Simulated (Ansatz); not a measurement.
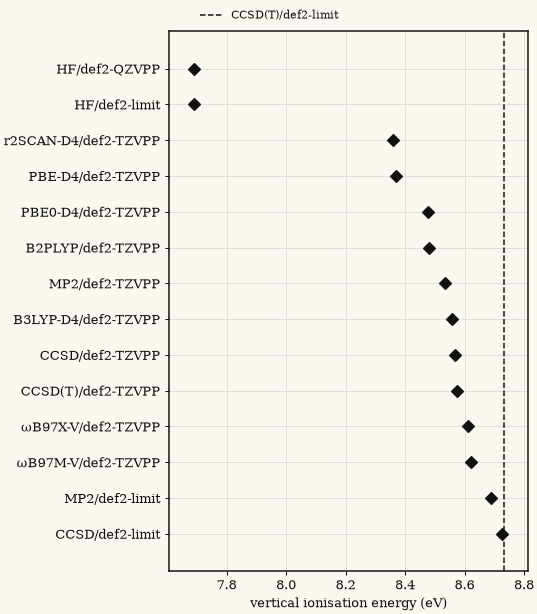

Vertical ionisation energy of CH₅NSSi, SMILES CS[Si]N, taken as the energy of the cation less that of the neutral at fixed geometry (unrestricted doublet cation, cores frozen in correlated methods, no spin-orbit coupling), the Ansatz code 0.2.0, at a PBE0-D4/def2-TZVP geometry (a minimum by its frequencies). Limit means an estimate of the basis limit from triple and quadruple zeta; for coupled cluster it is either extrapolated directly or built as the MP2 limit plus the step from MP2 in triple zeta. B2PLYP/def2-TZVPP holds a correlation term that converges slowly with the basis, so part of the distance to the limit is basis error. The distance of MP2/def2-TZVPP, CCSD/def2-TZVPP and CCSD(T)/def2-TZVPP to the limit includes basis error.

> Which level comes closest to the line (CCSD(T)/def2-limit), and which misses most?

Closest CCSD/def2-limit (8.73 eV), against 8.73 eV; farthest HF/def2-QZVPP (7.69 eV).

> What range do the values span, the line included?

From 7.69 eV (HF/def2-QZVPP) to 8.73 eV (CCSD(T)/def2-limit).

Limits of at least one run: one conformer of a flexible molecule.
